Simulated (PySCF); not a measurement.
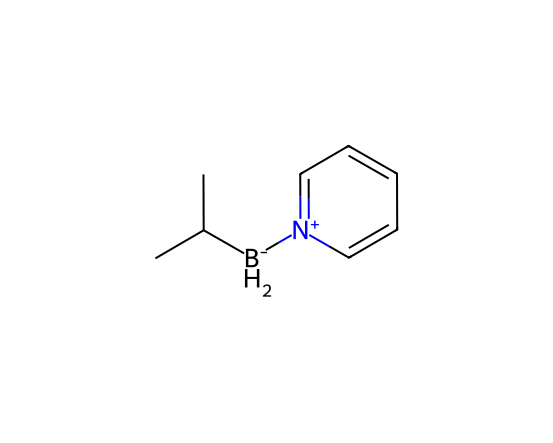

2D structure.

Give its SMILES.

Answer. CC(C)[BH2-][n+]1ccccc1

What is the molecular formula?

Answer. C8H14BN.

An optimisation with PBE0-D3(BJ)/def2-SVP gave a structure of which point group?

Answer. Cs. Other conformers may differ.

More results for the same structure follow; atom numbers are the same in all pictures, views and colours differ. The computed structure is the end point of a PBE0-D3(BJ)/def2-SVP optimisation. No frequency run is at hand to confirm it as a minimum.

## Dipole moment

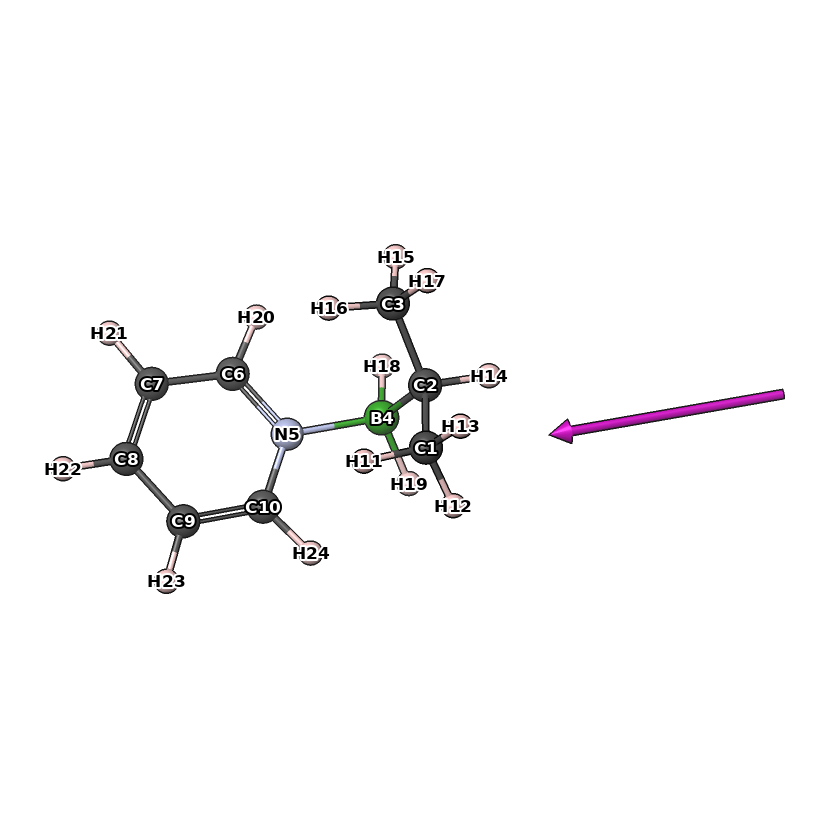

The arrow beside the molecule shows the direction of the dipole moment, from the negative to the positive end (its length means nothing). No frequency run is at hand to confirm it as a minimum. Properties computed with PBE0/pcSseg-1, gas phase (PySCF 2.14.0).

How large is the dipole moment?

Answer. 6.07 D; it points from the side of H14 to the side of H22 (the outermost atoms at the two ends).

## Excitation

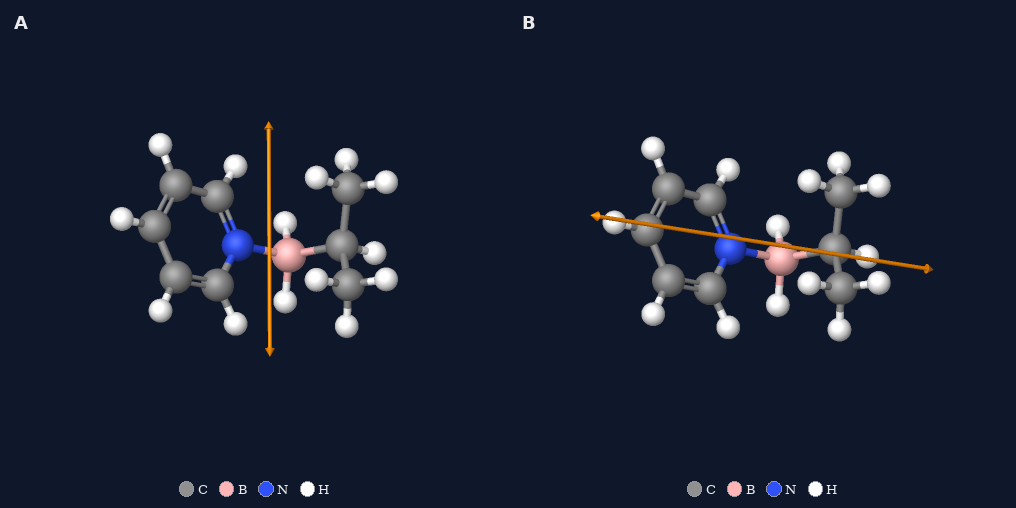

The double arrows show the directions of two transition dipoles from the ground state (lengths mean nothing). No frequency run is at hand to confirm it as a minimum. Level of theory: TDDFT ωB97X-D/def2-SVPD, vertical, gas phase, core orbitals frozen in the response (PySCF 2.14.0).

One belongs to singlet state 4 and one to singlet state 7. Which is which?

Answer. A: state 4, 5.80 eV (214 nm), oscillator strength 0.078, mainly HOMO−3 → LUMO (weight 0.59).
B: state 7, 6.59 eV (188 nm), oscillator strength 0.058, mainly HOMO−3 → LUMO+1 (weight 0.65).

## Quadrupole coupling

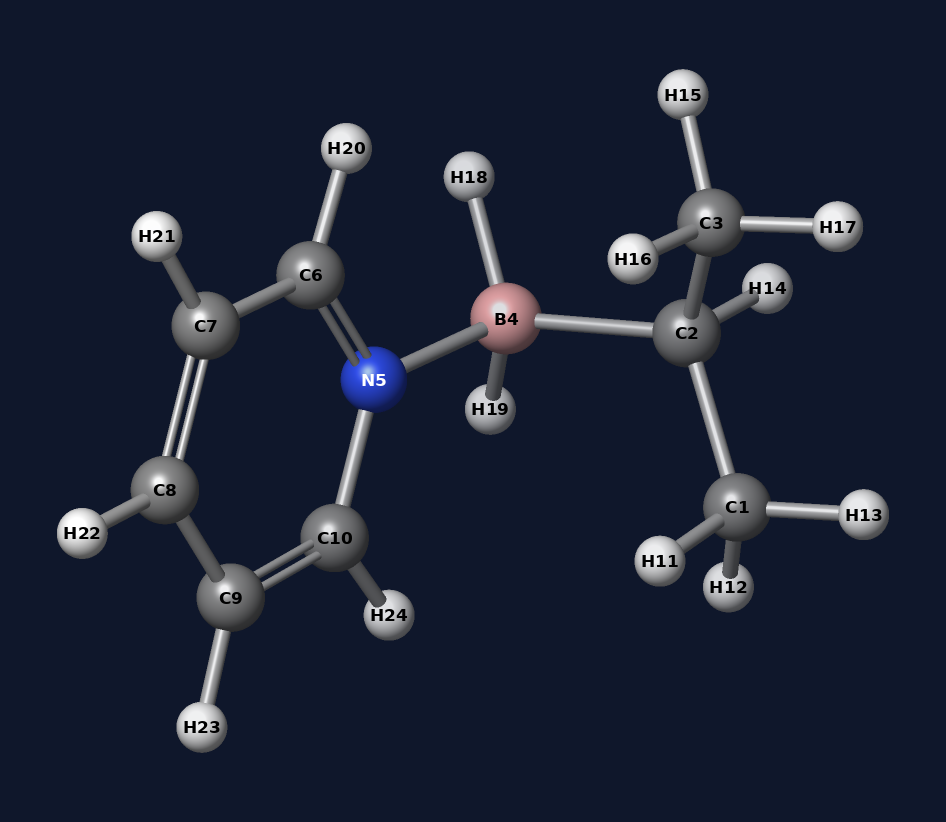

No frequency run is at hand to confirm it as a minimum. Electric field gradients from the ground-state density, PBE0/pcSseg-1 (PySCF 2.14.0), non-relativistic apart from any core potentials.

Give the largest field-gradient component, the quadrupole coupling constant and the asymmetry for 11B at B4 (Q = 40.59 mb), 14N at N5 (Q = 20.44 mb), 2H at H11 (Q = 2.86 mb), 2H at H12 (Q = 2.86 mb).

```csv
atom,V_zz (a.u.),e²qQ/h (MHz),η
B4,0.237,2.26,0.02
N5,−0.545,−2.62,0.16
H11,0.287,0.193,0.01
H12,0.293,0.197,0.01
```
